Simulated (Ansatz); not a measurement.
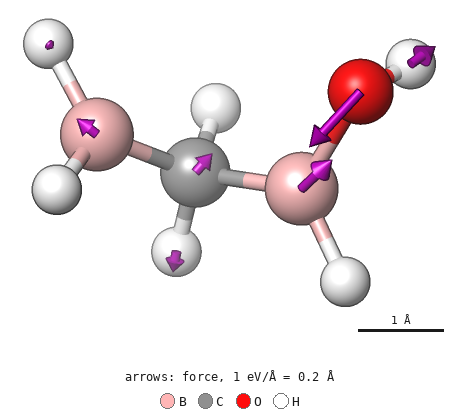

Starting geometry of CH6B2O (coarse preliminary run) with the computed forces as purple arrows. The picture is a ball-and-stick view, seen at a tilt.

The start comes from a force field.

Level of theory: Ansatz, RKS PBE-D4/def2-SVP.

Input
```yaml
crystal:
  periodic: [false, false, false]
  atoms:
    - {symbol: B, position_ang: [-1.337200, 0.653300, -0.051700]}
    - {symbol: C, position_ang: [-0.456900, -0.585100, -0.178900]}
    - {symbol: B, position_ang: [0.924800, -0.294000, 0.481800]}
    - {symbol: O, position_ang: [1.917700, 0.739400, -0.056600]}
    - {symbol: H, position_ang: [-1.788900, 1.217800, -1.057900]}
    - {symbol: H, position_ang: [-1.698400, 1.130000, 0.996400]}
    - {symbol: H, position_ang: [-0.277200, -0.839500, -1.242700]}
    - {symbol: H, position_ang: [-0.904100, -1.417000, 0.331100]}
    - {symbol: H, position_ang: [1.303700, -0.907100, 1.478100]}
    - {symbol: H, position_ang: [2.399500, 0.251000, -0.696600]}
basis:
  gaussian: {orbitals: def2-SVP}
hamiltonian: {xc: pbe, dispersion: d4}
relax: {f_tol: 0.03, max_steps: 200}
```

Launched with:
```bash
ansatz run in.yaml --threads 2 --pin off --events-out ev --progress --plain --max-ram 4352MiB
```

Question: What follows when this structure is relaxed?

Answer: It isn't relaxed: the largest force vector, on O4, is 4.55 eV/Å. The final displacements have little in common with the starting forces (cosine between the two patterns 0.08). After 11 accepted moves (12 points after the start) the energy has fallen by 26.7 kcal/mol. The largest force component goes from 3.6 to 0.018 eV/Å. The line search rejected the trial step at point 7 of the run. H9 moves most after the best rigid fit: 0.70 Å. Largest moves by element: H 0.70 Å, O 0.55 Å, C 0.12 Å, B 0.09 Å. Near-neighbour distances that change, for instance: B3–O4 1.531 → 1.361 Å, C2–H8 1.073 → 1.113 Å, O4–H10 0.938 → 0.976 Å, C2–B3 1.559 → 1.592 Å. Among the angles between lasting bonds that change: B3–O4–H10 102.8° → 112.8°, B3–C2–H8 108.2° → 103.7°, B1–C2–B3 108.9° → 104.7°. Groups turn about B3–O4 by about 85°, C2–B3 by about 35°.
